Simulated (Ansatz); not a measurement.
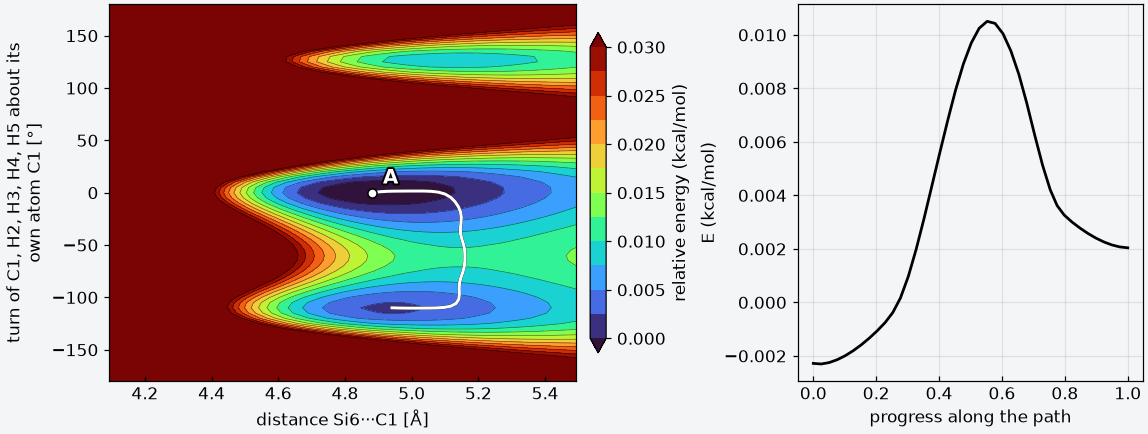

The pair CH₄···H₄Si. The turn is about an axis along (−0.99, 0.16, −0.05) in the frame of the relaxed pair, normal to the line between the partners. First axis: distance Si6···C1. Second axis: turn of C1, H2, H3, H4, H5 about its own atom C1. The grid has 15 × 15 points. Points are written as (first, second). Energies are in kcal/mol, from the lowest grid point. The calculation used RHF/def2-TZVPD in Ansatz.

Drawn: filled contours, a line along the lowest path, one colour for all values above the top of the scale, the energy along the path at the right, the start A. Between grid points the surface is interpolated.

Describe the path and its barrier.

The easiest path leads from the well at about (4.88 Å, 0°) to a well of about the same depth at about (4.94 Å, −110°). Its highest point lies about 0.013 kcal/mol above the bottom of the first well on the interpolated surface, at about (5.16 Å, −60°). Seen from the upper well the barrier is about 0.0085 kcal/mol. This is the barrier on the constrained surface; relaxing the other coordinates would change it.
